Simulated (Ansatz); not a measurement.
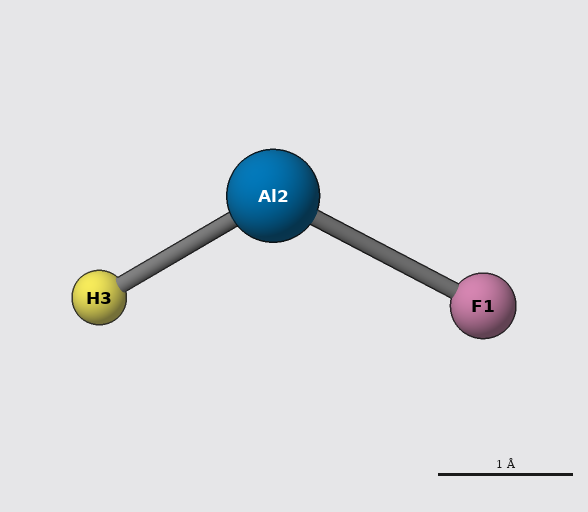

Figure made from data computed with Ansatz.

Atoms carry their numbers in the input. The species is neutral and a spin doublet. Geometry: moved along internal coordinates away from the minimum.

Which atoms are bonded, and how long are the bonds?

```tsv
bond	length (Å)
F1–Al2	1.807
Al2–H3	1.607
```
